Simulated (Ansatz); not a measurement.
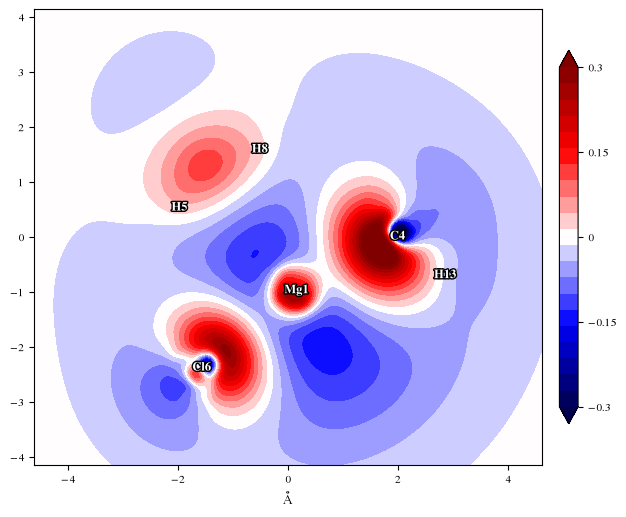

The picture shows: CH3ClMg···C2H6. The LUMO on the plane of atoms Mg1, C4 and H13 (values in Å⁻³ᐟ²; the overall sign is arbitrary).

These are results of UKS PBE0-D4/def2-SVP (Ansatz), not measurements.

Input

```
crystal:
  periodic: [false, false, false]
  atoms:
    - { symbol: Mg, position_ang: [-0.627022, 0.852978, -0.124158] }
    - { symbol: C, position_ang: [1.382645, 0.081271, 0.073078] }
    - { symbol: C, position_ang: [1.619593, -1.288835, -0.567545] }
    - { symbol: C, position_ang: [-2.511275, 1.672436, -0.52672] }
    - { symbol: H, position_ang: [0.445028, -1.043653, 1.934031] }
    - { symbol: Cl, position_ang: [-0.48706, -1.698204, 2.587024] }
    - { symbol: H, position_ang: [1.765815, 0.086395, 1.115411] }
    - { symbol: H, position_ang: [2.023691, 0.835379, -0.424036] }
    - { symbol: H, position_ang: [1.042726, -2.08743, -0.070941] }
    - { symbol: H, position_ang: [2.678382, -1.603728, -0.541607] }
    - { symbol: H, position_ang: [1.316828, -1.304725, -1.627969] }
    - { symbol: H, position_ang: [-2.851533, 1.428654, -1.548299] }
    - { symbol: H, position_ang: [-3.283781, 1.29644, 0.165914] }
    - { symbol: H, position_ang: [-2.514037, 2.773223, -0.444083] }
magnetization:
  spin_polarized: true
basis:
  gaussian: { orbitals: def2-SVP }
hamiltonian:
  xc: pbe0
  dispersion: d4
relax:
  f_tol: 0.03
  max_steps: 50
output:
  orbitals: {}
```

Command:

```sh
ansatz run input.yaml --threads 4 --pin off --max-ram 5120MiB --backend cpu --events-out ev --progress --plain --runs-dir out
```

The fields are those of the run's last geometry, not of the input's.

**Where does this orbital lie, and at what energy?**

It lies mainly on Mg1 (about 55 %), C4 (about 10 %) and Cl6 (about 10 %). Its energy is −0.56 eV.
